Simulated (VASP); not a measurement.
Band structure of AgI (zinc blende). All values below come from modified Becke-Johnson potential (mBJ), VASP's PBE PAW potentials (set 64) (plane waves; VASP 6.6.1).

mBJ is a potential without an energy functional, so only the levels count. Unless said otherwise, spin-orbit coupling is left out, though it shifts the bands of the heavy elements here.

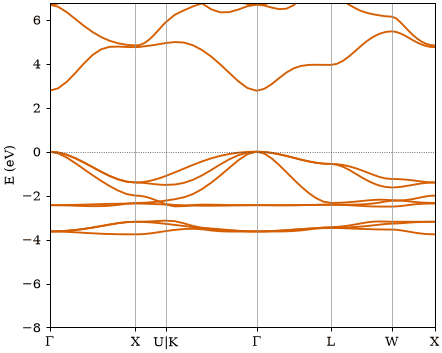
Fig. 1. Bands along high-symmetry lines, zero at the valence-band maximum or, without a gap, the Fermi level

Read the plot: is there a gap, and where are the band edges?

The gap is direct, 2.77 eV, from the valence maximum at Γ to the conduction minimum at Γ.

The compound is AgI in the zinc blende structure, whereas wurtzite is the usual form. It was relaxed first, which changed the volume by +6 %. The cell's shape comes from a PBE relaxation.
